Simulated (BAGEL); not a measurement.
**B3H3O3 (SMILES B1OBOBO1), step by step**

Wanted: a single-point energy (HF/cc-pVDZ), then the energy (NEVPT2(2,2)/cc-pVDZ) of B3H3O3. 

The calculation is run with BAGEL 1.2.2.

1 further run of the same task is left out (set aside as unsound or not needed).

### 1 Starting point

B3H3O3 has 9 atoms, charge 0, and is taken as a singlet. SMILES: `B1OBOBO1`. The B1–H7 distance was set to 2.262 Å, away from the relaxed value. At this shape a bond of the SMILES string is far longer than usual.

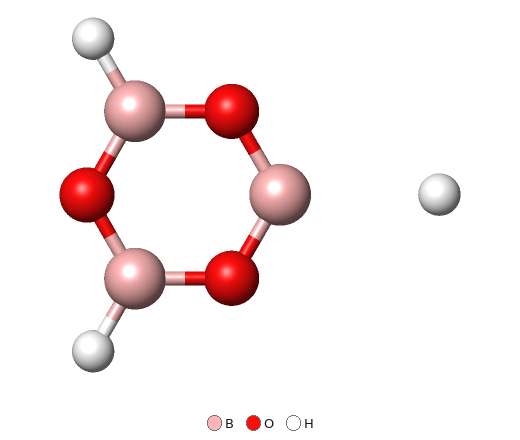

Viewed from a chosen angle; boron pink, oxygen red, hydrogen white.

### 2 The energy at HF/cc-pVDZ (density fitting with svp-jkfit) (run 1)

Input file hf.json:

```json
{ "bagel": [

{
  "title": "molecule",
  "basis": "cc-pvdz.json",
  "df_basis": "svp-jkfit",
  "geometry": [
    { "atom": "B", "xyz": [  0.54177881,  0.04807841, -0.17687648 ] },
    { "atom": "O", "xyz": [ -0.75986454, -2.16157835, -0.55501067 ] },
    { "atom": "B", "xyz": [ -3.21594159, -2.38683370,  0.24339861 ] },
    { "atom": "O", "xyz": [ -4.36961939, -0.38882627,  1.42542231 ] },
    { "atom": "B", "xyz": [ -3.07969233,  1.82649967,  1.81035952 ] },
    { "atom": "O", "xyz": [ -0.62418221,  2.03814899,  1.00665900 ] },
    { "atom": "H", "xyz": [  4.59071167,  0.40855879, -1.49779693 ] },
    { "atom": "H", "xyz": [ -4.34032863, -4.30679544, -0.08768140 ] },
    { "atom": "H", "xyz": [ -4.08597150,  3.55673291,  2.83685875 ] }
  ]
},
{
  "title": "hf"
},
{
  "title": "print",
  "file": "orbitals.molden",
  "orbitals": true
}

]}
```

The basis set cc-pVDZ is read from a file made from the Basis Set Exchange's data (not shown).

Command:

```bash
$ BAGEL_NUM_THREADS=1 BAGEL hf.json > hf.out
```

What it wrote:

```text
* using 1 threads per process

  ===============================================================
  ===============================================================

  *** Geometry ***

  { "atom" : "B", "xyz" : [      0.541779,      0.048078,     -0.176876 ] },
  { "atom" : "O", "xyz" : [     -0.759865,     -2.161578,     -0.555011 ] },
  { "atom" : "B", "xyz" : [     -3.215942,     -2.386834,      0.243399 ] },
  { "atom" : "O", "xyz" : [     -4.369619,     -0.388826,      1.425422 ] },
  { "atom" : "B", "xyz" : [     -3.079692,      1.826500,      1.810360 ] },
  { "atom" : "O", "xyz" : [     -0.624182,      2.038149,      1.006659 ] },
  { "atom" : "H", "xyz" : [      4.590712,      0.408559,     -1.497797 ] },
  { "atom" : "H", "xyz" : [     -4.340329,     -4.306795,     -0.087681 ] },
  { "atom" : "H", "xyz" : [     -4.085972,      3.556733,      2.836859 ] },

  Number of auxiliary basis functions:      510

  Since a DF basis is specified, we compute 2- and 3-index integrals:
    o Being stored without compression. Storage requirement is 0.040 GB

  Number of basis functions:       99
  Number of electrons      :       42

    * METHOD: MOLECULE                             0.31

  *** RHF ***

  === Nuclear Repulsion ===
   198.6804084779

      * DIIS with orbital gradients will be used.

  === RHF iteration (cc-pvdz.json) ===
      0       -300.18046201          0.01726440           0.10
      1       -300.43382419          0.01195164           0.10
      2       -300.55211607          0.00146803           0.10
      3       -300.55493290          0.00020936           0.10
      4       -300.55498554          0.00008602           0.10
      5       -300.55499271          0.00002060           0.10
      6       -300.55499323          0.00000869           0.10
      7       -300.55499333          0.00000254           0.10
      8       -300.55499335          0.00000062           0.10
      9       -300.55499335          0.00000022           0.10
     10       -300.55499335          0.00000006           0.10
     11       -300.55499335          0.00000003           0.10
     12       -300.55499335          0.00000001           0.10
    * SCF iteration converged.

    * Permanent dipole moment:
           (    0.844323,     0.075277,    -0.275254) a.u.

    * METHOD: HF                                   1.51

    * METHOD: PRINT                                0.02

  ===============================================================
```

Run time: 2 s. Hardware: 1 thread of Arm Neoverse V1, shared host; peak memory 0.15 GiB.

### 3 A single-point energy at NEVPT2(2,2)/cc-pVDZ (density fitting with svp-jkfit) (run 2)

Input file input.json:

```json
{ "bagel": [

{
  "title": "molecule",
  "basis": "cc-pvdz.json",
  "df_basis": "svp-jkfit",
  "angstrom": "false",
  "geometry": [
    { "atom": "B", "xyz": [     0.54177881,     0.04807841,    -0.17687648 ] },
    { "atom": "O", "xyz": [    -0.75986454,    -2.16157835,    -0.55501067 ] },
    { "atom": "B", "xyz": [    -3.21594159,    -2.38683370,     0.24339861 ] },
    { "atom": "O", "xyz": [    -4.36961939,    -0.38882627,     1.42542231 ] },
    { "atom": "B", "xyz": [    -3.07969233,     1.82649967,     1.81035952 ] },
    { "atom": "O", "xyz": [    -0.62418221,     2.03814899,     1.00665900 ] },
    { "atom": "H", "xyz": [     4.59071167,     0.40855879,    -1.49779693 ] },
    { "atom": "H", "xyz": [    -4.34032863,    -4.30679544,    -0.08768140 ] },
    { "atom": "H", "xyz": [    -4.08597150,     3.55673291,     2.83685875 ] }
  ]
},

{
  "title": "hf"
},

{
  "title": "casscf",
  "nstate": 1,
  "nact": 2,
  "nclosed": 20,
  "active": [21, 22],
  "maxiter": 200,
  "natocc": "true"
},

{
  "title": "nevpt2",
  "nstate": 1,
  "nact": 2,
  "nclosed": 20,
  "active": [21, 22],
  "maxiter": 200,
  "natocc": "true",
  "ncore": 6
},

{
  "title": "print",
  "file": "orbitals.molden",
  "orbitals": "true"
}

]}
```

The basis set cc-pVDZ is read from a file made from the Basis Set Exchange's data (not shown).

Command:

```bash
$ BAGEL_NUM_THREADS=1 BAGEL input.json > input.out
```

What it wrote:

```text
* using 1 threads per process

  ===============================================================
  ===============================================================

  *** Geometry ***

  { "atom" : "B", "xyz" : [      0.541779,      0.048078,     -0.176876 ] },
  { "atom" : "O", "xyz" : [     -0.759865,     -2.161578,     -0.555011 ] },
  { "atom" : "B", "xyz" : [     -3.215942,     -2.386834,      0.243399 ] },
  { "atom" : "O", "xyz" : [     -4.369619,     -0.388826,      1.425422 ] },
  { "atom" : "B", "xyz" : [     -3.079692,      1.826500,      1.810360 ] },
  { "atom" : "O", "xyz" : [     -0.624182,      2.038149,      1.006659 ] },
  { "atom" : "H", "xyz" : [      4.590712,      0.408559,     -1.497797 ] },
  { "atom" : "H", "xyz" : [     -4.340329,     -4.306795,     -0.087681 ] },
  { "atom" : "H", "xyz" : [     -4.085972,      3.556733,      2.836859 ] },

  Number of auxiliary basis functions:      510

  Since a DF basis is specified, we compute 2- and 3-index integrals:
    o Being stored without compression. Storage requirement is 0.040 GB

  Number of basis functions:       99
  Number of electrons      :       42

    * METHOD: MOLECULE                             0.31

  *** RHF ***

  === Nuclear Repulsion ===
   198.6804084779

      * DIIS with orbital gradients will be used.

  === RHF iteration (cc-pvdz.json) ===
      0       -300.18046201          0.01726440           0.10
      1       -300.43382419          0.01195164           0.10
      2       -300.55211607          0.00146803           0.10
      3       -300.55493290          0.00020936           0.10
      4       -300.55498554          0.00008602           0.10
      5       -300.55499271          0.00002060           0.10
      6       -300.55499323          0.00000869           0.10
      7       -300.55499333          0.00000254           0.10
      8       -300.55499335          0.00000062           0.10
      9       -300.55499335          0.00000022           0.10
     10       -300.55499335          0.00000006           0.10
     11       -300.55499335          0.00000003           0.10
     12       -300.55499335          0.00000001           0.10
    * SCF iteration converged.

    * Permanent dipole moment:
           (    0.844323,     0.075277,    -0.275254) a.u.

    * METHOD: HF                                   1.55

  ---------------------------
      CASSCF calculation
  ---------------------------

    ==== Active orbitals : =====
         Orbital 21
         Orbital 22
    ============================

    * nstate   :      1
    * nclosed  :     20
    * nact     :      2
    * nvirt    :     77
  === CASSCF iteration (cc-pvdz.json) ===

    * Using the second-order algorithm

      0  0      -300.58700156     3.04e-03      0.03

      1  0      -300.60568997     6.97e-04      0.51

      2  0      -300.60633899     2.21e-04      0.54

      3  0      -300.60636387     5.46e-05      0.54

      4  0      -300.60636518     1.31e-05      0.53

      5  0      -300.60636525     3.14e-06      0.53

      6  0      -300.60636526     7.48e-07      0.53

      7  0      -300.60636526     1.78e-07      0.50

      8  0      -300.60636526     4.24e-08      0.47

      9  0      -300.60636526     1.01e-08      0.43

     10  0      -300.60636526     2.39e-09      0.39

    * Second-order optimization converged. *

     guess   0:   closed 1.                   open ..

  === FCI iteration ===

      0  0      -300.55020813     8.10e-02      0.00
      1  0      -300.60545100     9.58e-03      0.00
      2  0 *    -300.60636526     5.89e-16      0.00

     * ci vector, state   0, <S^2> = 0.0000
       2.     0.9446152467
       .2    -0.3281798832

    * METHOD: CASSCF                               5.23

    * freezing 6 orbitals

  === DF-NEVPT2 calculation ===

    * 3-index integral transformation done
    * assembly done

      NEVPT2 correlation energy:   -0.7477853080      0.36

          (+0)     -0.7154998051
          (+0)'    -0.0045945576
          (+1)     -0.0100693606
          (+1)'    -0.0000000000
          (+2)     -0.0001113530
          (-1)     -0.0143884647
          (-1)'     0.0000000000
          (-2)     -0.0031217670

      NEVPT2 total energy:       -301.3541505666

    * METHOD: NEVPT2                               0.57

    * METHOD: PRINT                                0.02

  ===============================================================
```

Wall time 8.1 s (1 thread of Arm Neoverse V1, shared host); peak memory 0.15 GiB.

### 4 Summary of results

| quantity | value |
| --- | --- |
| run 1, HF/cc-pVDZ: total energy | -300.55499 Eh |
| run 1, HF/cc-pVDZ: dipole moment | 2.27 D |
| run 1, HF/cc-pVDZ: HOMO energy | -9.81 eV |
| run 1, HF/cc-pVDZ: LUMO energy | 1.84 eV |
| run 1, HF/cc-pVDZ: HOMO–LUMO gap | 11.65 eV |
| run 2, NEVPT2(2,2)/cc-pVDZ: total energy | -301.35415 Eh |
